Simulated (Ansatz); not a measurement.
# Lattice dynamics of PtC (model cell, started as NiAs type)

Wanted: phonon frequencies of PtC (model cell, started as NiAs type) and what follows from them.

Program: Ansatz 0.2.0. Level of theory: DFT PBEsol, scalar-relativistic, plane waves, PAW. Results are calculated unless marked as measured.

The structure was built from a prototype and need not be the compound's stable phase.

**1. The starting structure**

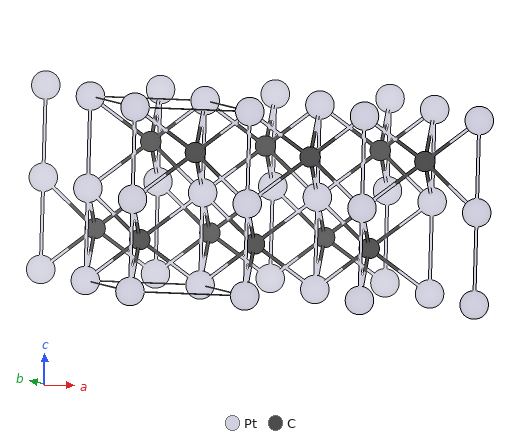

Start, viewed slightly off an axis; platinum light grey, carbon dark grey. 3×2×1 cells are drawn. Some periodic images of atoms are drawn too.

**2. Rough relaxation**

The start is far from rest, so a relaxation with loose tolerances brings it close first.

Contents of input.yaml:

```yaml
crystal:
  lattice:
    - [2.91505, 0.0, 0.0]
    - [-1.45752, 2.52451, 0.0]
    - [0.0, 0.0, 4.66408]
  atoms:
    - { symbol: Pt, position: [0.0, 0.0, 0.0] }
    - { symbol: Pt, position: [0.0, 0.0, 0.5] }
    - { symbol: C, position: [0.333333, 0.666667, 0.25] }
    - { symbol: C, position: [0.666667, 0.333333, 0.75] }
kpoints:
  mp_grid: { grid: [9, 9, 4] }
hamiltonian:
  xc: pbesol
scf:
  occupations: { method: gaussian, width: 0.1 }
output:
  forces: true
  stress: true
  eigenvalues: true
relax:
  adjacent_minimum: "off"
  f_tol: 0.05
  max_steps: 80
  cell: { stress_tol: 0.5 }
```

The run is started by

```console
> ansatz run input.yaml --threads 4 --pin off --max-ram 7168MiB --backend cpu --events-out ev --progress --plain --runs-dir out
```

Numbers of over 12 decimals in the logs are rounded to 6 here.

What it wrote:

```text
[...]
F+E_penalty+E_count = -25256.12454120 eV   max|allowed force component| = 1.110e-16 eV/Å   (the final SCF, on the basis selected at the relaxed cell)
  cell:  # Å, volume = 43.6151 Å³
    - [3.117170, -3.0869074865966685e-6, 0.0]
    - [-1.558582, 2.699550, 0.0]
    - [0.0, 0.0, 5.183044]
  atoms:
    - { symbol: Pt, position: [0, 0, 0] }
    - { symbol: Pt, position: [0, 0, 0.5] }
    - { symbol: C, position: [0.333333, 0.666667, 0.25] }
    - { symbol: C, position: [0.666667, 0.333333, 0.750000] }
[key lines of the parts left out:]
SCF converged after 7 iterations
Free energy (F): -25256.124541 eV
Fermi energy:    19.966761 eV
P = ⅓ Tr σ = 0.0206 GPa (0.206 kbar)
```

The job ended after 7.6 s (4 threads of Intel Xeon 6975P-C (Granite Rapids), shared host; peak memory 0.41 GiB).

The steps of the relaxation:

```csv
step,energy less that of the first step (eV),largest force component (eV/Å),pressure (GPa),volume (Å³)
1,0.0000,0.0000,133.39,34.32
2,-2.2870,0.0000,57.35,38.09
3,-3.0553,0.0000,14.89,41.74
4,-3.1420,0.0000,3.11,43.06
5,-3.1473,0.0000,0.10,43.43
6*,-3.1990,0.0000,1.40,43.43
7,-3.1997,0.0000,0.02,43.62
8*,-3.2000,0.0000,0.02,43.62
```

Relaxation steps marked * repeat the geometry before them on a plane-wave basis chosen anew for their cell, so energy and pressure can jump there.

Forces are held to the 24 operations that the run works with; a distortion that breaks them can't arise in this run.

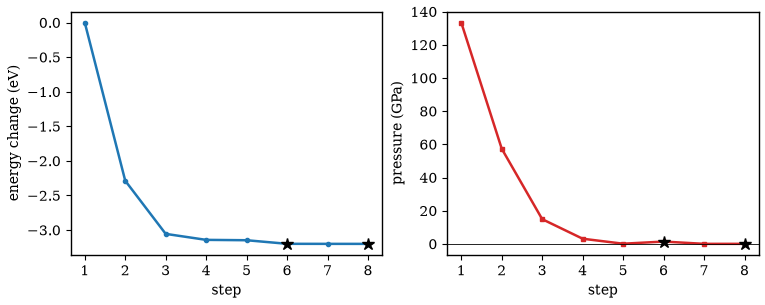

Energy and pressure along the relaxation. Stars mark steps on a basis chosen anew.

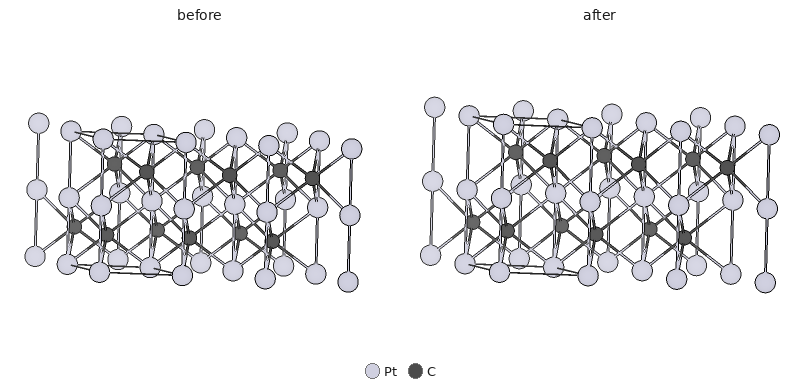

Before and after, at one scale.

```csv
"conventional cell, symmetrised",before,after,change
a (Å),2.915,3.117,+6.9 %
b (Å),2.915,3.117,+6.9 %
c (Å),4.664,5.183,+11.1 %
volume (Å³/atom),8.58,10.90,+27.1 %
```

This step gave:

| Quantity | Value |
| --- | --- |
| pressure | 0.02058 GPa |
| volume per atom | 10.90 Å³ |
| gap on the k-mesh | 0 eV |

In this step the volume went from 8.58 to 10.90 Å³/atom.

**3. Bringing the structure to rest**

The cell and atoms are relaxed, since residual forces and stress would shift the frequencies.

Contents of input.yaml:

```yaml
crystal:
  lattice:
    - [3.1171698934, -3.0869e-06, 0.0]
    - [-1.5585822734, 2.6995498591, 0.0]
    - [0.0, 0.0, 5.1830444946]
  atoms:
    - { symbol: Pt, position: [0.0, 0.0, 0.0] }
    - { symbol: Pt, position: [0.0, 0.0, 0.5] }
    - { symbol: C, position: [0.3333333333, 0.6666666667, 0.25] }
    - { symbol: C, position: [0.6666666667, 0.3333333333, 0.75] }
kpoints:
  mp_grid: { grid: [15, 15, 8] }
hamiltonian:
  xc: pbesol
scf:
  occupations: { method: gaussian, width: 0.1 }
output:
  forces: true
  stress: true
  eigenvalues: true
  write_density: true
  write_potential: true
  elf: true
  volumetric_format: npy
relax:
  adjacent_minimum: "off"
  f_tol: 0.005
  max_steps: 80
  cell: { stress_tol: 0.05 }
```

What it wrote:

```text
[...]
Crystal: 4 atoms, lattice volume = 43.615 Å³
Basis set: ecut = 420 eV, 869 PW (Γ), exchange–correlation on 48×48×72 points (8 copies of the dense FFT grid, shifted against one another)
Bands: 27, of which v1, the nominal top of the filled ones, is band 22 counted from 1 (21 counted from 0)
Symmetry: 24 space group operations
[...]
k-points: 135 of 1800
[...]
SCF iter   1: F=—  HF=-25256.148600 eV  |F-HF|=—  |Δ(HF+E_count)|=         —  Δρ=8.69e-3  dr2=1.98e-2  ethr=1.77e-3  ⟨swp⟩=5.7  Hψ=14417  notcnv=0
[...]
SCF iter   6: F=-25256.144207 eV  HF=-25256.144207 eV  |F-HF|=2.43e-9  |Δ(HF+E_count)|=   2.38e-7  Δρ=8.01e-6  dr2=1.79e-8  ethr=2.27e-10  ⟨swp⟩=11.3  Hψ=26018  notcnv=0
SCF 1 converged in 6 iterations: F = -25256.144207 eV  dr2 = 1.79e-8
[...]
relax step   1: F+E_penalty+E_count = -25256.14420697 eV  Δ(F+E_penalty+E_count) = +0.000e0 eV  max|allowed force component| = 3.146e-16 eV/Å  Δτ_max = 0.0000 Å  P = -0.051 GPa  Ω = 43.615 Å³  (6 SCF iters, dr2 threshold 1.00e-7 eV, accepted)
Crystal: 4 atoms, lattice volume = 43.590 Å³
[...]
SCF iter   6: F=-25256.144281 eV  HF=-25256.144281 eV  |F-HF|=1.09e-11  |Δ(HF+E_count)|=  1.82e-11  Δρ=1.30e-7  dr2=7.03e-12  ethr=1.00e-12  ⟨swp⟩=4.8  Hψ=15988  notcnv=0
SCF 2 converged in 6 iterations: F = -25256.144281 eV  dr2 = 7.03e-12
relax step   2: F+E_penalty+E_count = -25256.14428076 eV  Δ(F+E_penalty+E_count) = -7.379e-5 eV  max|allowed force component| = 2.035e-16 eV/Å  Δτ_max = 0.0000 Å  P = +0.025 GPa  Ω = 43.590 Å³  energy of the carried Pulay correction = +3.288e-5 eV  (6 SCF iters, dr2 threshold 1.56e-7 eV, accepted)
Crystal: 4 atoms, lattice volume = 43.599 Å³
[...]
SCF iter   6: F=-25256.144285 eV  HF=-25256.144285 eV  |F-HF|=3.64e-12  |Δ(HF+E_count)|=  3.64e-12  Δρ=4.12e-8  dr2=6.53e-13  ethr=1.00e-12  ⟨swp⟩=4.0  Hψ=15709  notcnv=0
SCF 3 converged in 6 iterations: F = -25256.144285 eV  dr2 = 6.53e-13
relax step   3: F+E_penalty+E_count = -25256.14428472 eV  Δ(F+E_penalty+E_count) = -3.963e-6 eV  max|allowed force component| = 1.573e-16 eV/Å  Δτ_max = 0.0000 Å  P = -0.001 GPa  Ω = 43.599 Å³  energy of the carried Pulay correction = +2.179e-5 eV  (6 SCF iters, accepted)
[...]
SCF iter   8: F=-25256.144273 eV  HF=-25256.144273 eV  |F-HF|=0.00e0  |Δ(HF+E_count)|=  7.28e-12  Δρ=1.46e-9  dr2=6.79e-16  ethr=1.00e-12  ⟨swp⟩=2.2  Hψ=9959  notcnv=0
SCF 4 converged in 8 iterations: F = -25256.144273 eV  dr2 = 6.79e-16
relax step   4: F+E_penalty+E_count = -25256.14427278 eV  Δ(F+E_penalty+E_count) = +1.194e-5 eV  max|allowed force component| = 3.886e-16 eV/Å  Δτ_max = 0.0000 Å  P = -0.001 GPa  Ω = 43.599 Å³  stress off target by 2.44e-3 GPa  SCF on the basis re-selected at this cell (its energy is not comparable with the rows above)  (8 SCF iters)
basis re-selected at this cell: Δ(F+E_penalty+E_count) = +1.194e-5 eV, ΔP = -0.001 GPa vs the last step (what re-selecting the basis moved, of the pressure what is left beyond the Pulay correction that the steps carried, after the strain that the cell walked since its last selection, with what the two solves' SCF thresholds leave and, on support functions, any second-order correction that the steps lacked; it is no m [...]
SCF converged after 8 iterations
Free energy (F): -25256.144273 eV
[...]
Internal energy: -25256.131103 eV  (E = F + TS)
E sigma→0 (E₀):  -25256.137688 eV
Entropy (-TS):   -0.013170 eV (-3.293 meV/atom)
Fermi energy:    20.018346 eV
[...]
--- Stress (GPa, compression-positive) ---
       -0.002439      -0.000000       0.000000
       -0.000000      -0.002439       0.000000
        0.000000       0.000000       0.000687
  P = ⅓ Tr σ = -0.0014 GPa (-0.014 kbar)
--- Band table (eV; the first three rows and the last of 135) ---
  k-point 0: bands = [... 18 lower, 17.9510, 17.9510, 19.6296, 19.7155, 19.7155, 21.1267, 25.1150, 25.1150, ... 1 higher]
  k-point 1: bands = [... 18 lower, 17.6839, 17.6839, 19.4252, 20.1147, 20.1147, 20.7142, 24.9487, 24.9487, ... 1 higher]
  k-point 2: bands = [... 18 lower, 17.1992, 17.1992, 18.9413, 19.8040, 20.9494, 20.9494, 24.4756, 24.4756, ... 1 higher]
  k-point 134: bands = [... 18 lower, 17.4969, 17.4969, 19.7819, 19.7819, 19.8758, 19.8758, 24.8375, 24.8375, ... 1 higher]
--- Relaxed structure (3 steps of the walk, 3 accepted, 1 SCFs on fresh bases) ---
[...]
cell:  # Å, volume = 43.5986 Å³
    - [3.115420, -3.0851472616413506e-6, 0.0]
    - [-1.557707, 2.698034, 0.0]
    - [0.0, 0.0, 5.186913]
  atoms:
    - { symbol: Pt, position: [0, 0, 0.0] }
    - { symbol: Pt, position: [0, 0, 0.5] }
    - { symbol: C, position: [0.333333, 0.666667, 0.25] }
    - { symbol: C, position: [0.666667, 0.333333, 0.75] }
```

The job ended after 12 s (4 threads; peak memory 0.5 GiB; 24 s of CPU time).

Little changed from the start: no atom moved by 0.005 Å and no cell edge by 0.1 %.

This step gave:

- pressure: -0.001397 GPa

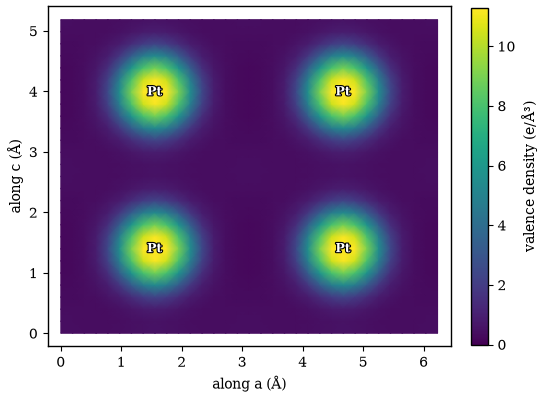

Valence density in the ac plane at fractional y = 0.000, with atoms of Pt within 0.2 Å of it. It is the smooth field of the valence electrons, not physical close to the nuclei. The map starts off the cell's origin, so that atoms lie inside it.

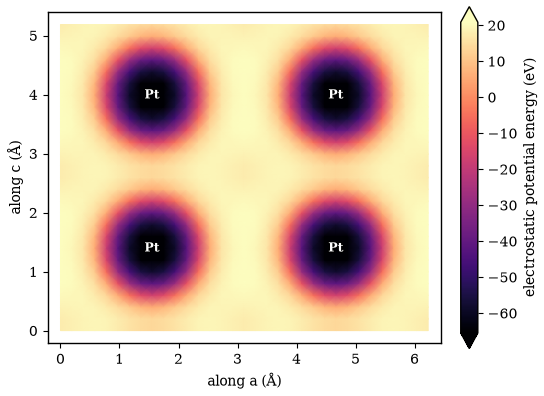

Electrostatic potential energy in the ac plane at fractional y = 0.000, with atoms of Pt within 0.2 Å of it. With pseudopotentials it is smooth inside the atoms' cores, unlike the true potential. The map starts off the cell's origin, so that atoms lie inside it.

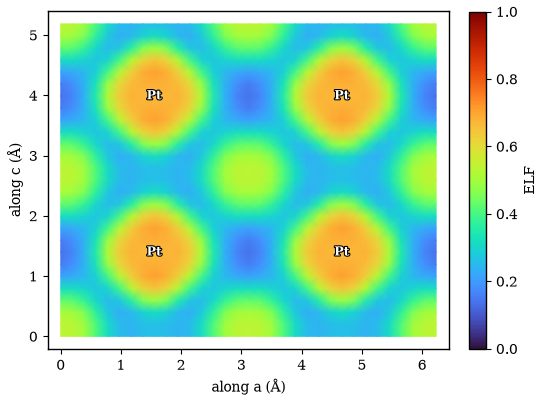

ELF in the ac plane at fractional y = 0.000, with atoms of Pt within 0.2 Å of it. It is the smooth field of the valence electrons, not physical close to the nuclei. The map starts off the cell's origin, so that atoms lie inside it.

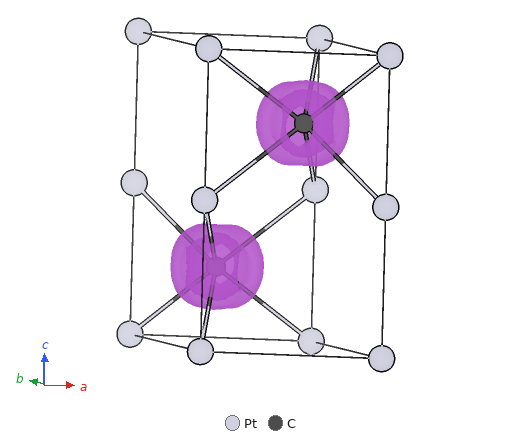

Surface of ELF = 0.71. Bonds to atoms that aren't drawn are left out.

In this step the volume went from 10.90 to 10.90 Å³/atom.

**4. Tight relaxation**

Phonons need a cell at rest on their own settings, so the relaxation is repeated with tight tolerances on forces and stress on the k mesh and occupations of the first response run.

Contents of input.yaml:

```yaml
crystal:
  lattice:
    - [3.1154196738, -3.0851e-06, 0.0]
    - [-1.5577071651, 2.6980341235, 0.0]
    - [0.0, 0.0, 5.1869133437]
  atoms:
    - { symbol: Pt, position: [0.0, 0.0, 0.0] }
    - { symbol: Pt, position: [0.0, 0.0, 0.5] }
    - { symbol: C, position: [0.3333333333, 0.6666666667, 0.25] }
    - { symbol: C, position: [0.6666666667, 0.3333333333, 0.75] }
kpoints:
  mp_grid: { grid: [15, 15, 8] }
hamiltonian:
  xc: pbesol
scf:
  occupations: { method: methfessel_paxton, width: 0.15 }
output:
  forces: true
  stress: true
  eigenvalues: true
relax:
  adjacent_minimum: "off"
  f_tol: 0.001
  max_steps: 60
  cell: { stress_tol: 0.01 }
```

What it wrote:

```text
[...]
Crystal: 4 atoms, lattice volume = 43.599 Å³
Basis set: ecut = 420 eV, 869 PW (Γ), exchange–correlation on 48×48×72 points (8 copies of the dense FFT grid, shifted against one another)
Bands: 27, of which v1, the nominal top of the filled ones, is band 22 counted from 1 (21 counted from 0)
Symmetry: 24 space group operations
[...]
k-points: 135 of 1800
[...]
--- Relaxed structure (3 steps of the walk, 3 accepted, 1 SCFs on fresh bases) ---
[...]
cell:  # Å, volume = 43.5941 Å³
    - [3.115334, -3.08502946833803e-6, 0.0]
    - [-1.557664, 2.697960, 0.0]
    - [0.0, 0.0, 5.186656]
  atoms:
    - { symbol: Pt, position: [0, 0, 0] }
    - { symbol: Pt, position: [0, 0, 0.5] }
    - { symbol: C, position: [0.333333, 0.666667, 0.25] }
    - { symbol: C, position: [0.666667, 0.333333, 0.750000] }
[key lines of the parts left out:]
SCF converged after 4 iterations
Free energy (F): -25256.138450 eV
Fermi energy:    20.019307 eV
P = ⅓ Tr σ = -0.0002 GPa (-0.002 kbar)
```

The job ended after 10 s (4 threads; peak memory 0.47 GiB).

Little changed from the start: no atom moved by 0.005 Å and no cell edge by 0.1 %.

This step gave:

| Property | Result |
| --- | --- |
| pressure | -2.14e-4 GPa |

The forces vanish by symmetry and the pressure is 0.000 GPa, within the tolerances set. The cell now holds 10.90 Å³/atom.

(Part 1 of 2 ends here.)

[Logs are printed without paths, hosts, clocks, repeated set-up lines and the standing remarks that a program may print on its own settings, such as how far it seeks lower states.]

[Hosts, paths, dates, database ids (printed as entryN), source tags and the programs' standing remarks are cut or masked in the printed files.]
